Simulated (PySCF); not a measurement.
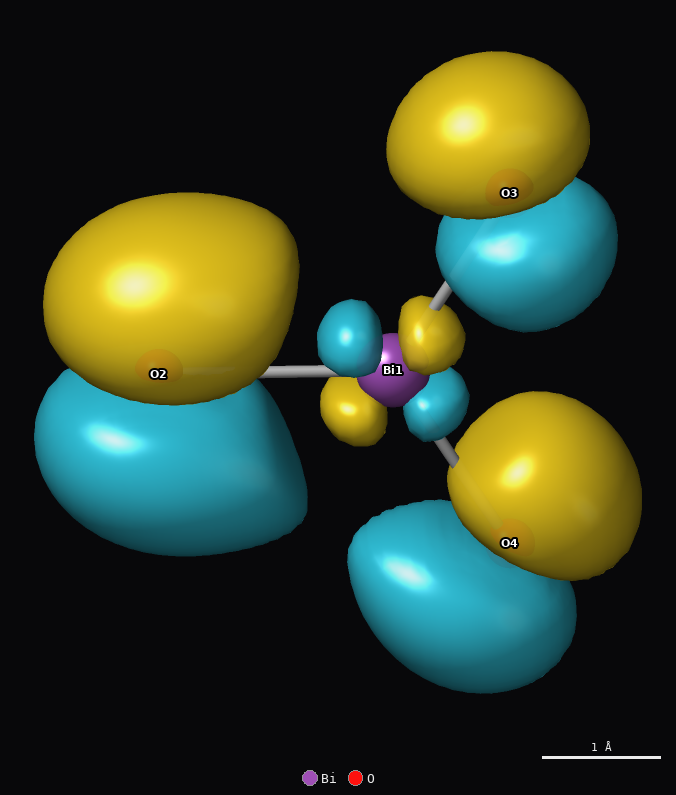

Figure 1: BiO$_{3}$ (charge −1). The HOMO−1 at ±0.08 Å⁻³ᐟ² (yellow and cyan are the two phases), seen at a tilt.

Core potentials replace the inner electrons of Bi.

Theory: RKS BP86, Bi def2-SVP with ECP60, O def2-SVP; non-relativistic Hamiltonian with scalar-relativistic core potentials where named; density fitting (PySCF).

Question: Describe this orbital and give its energy.

Answer: By Hirshfeld shares it lies mainly on O2 (about 50 %), O3 (about 20 %), O4 (about 20 %) and Bi1 (about 10 %); it is symmetric in the molecular plane (an in-plane orbital: σ, lone-pair or in-plane π type); largely a combination of lone pairs on O2, O3 and O4. It is one of a degenerate set, so its orientation is arbitrary. Its energy is −0.75 eV.
